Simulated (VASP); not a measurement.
Band structure of GaAs (space group P6_3/mmc). All values below come from PBE GGA, VASP's PBE PAW potentials (set 64) (plane waves; VASP).

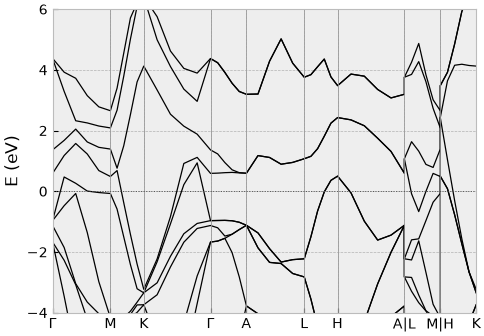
Figure: Bands along high-symmetry lines, zero at the valence-band maximum or, without a gap, the Fermi level

**Question.** Read the plot: is there a gap, and where are the band edges?

**Answer.** It has no gap at this level: it comes out as a metal or semimetal.

The structure was generated: GaAs was put into an ordered model structure, which need not be its known phase. The cell was not relaxed at this level.
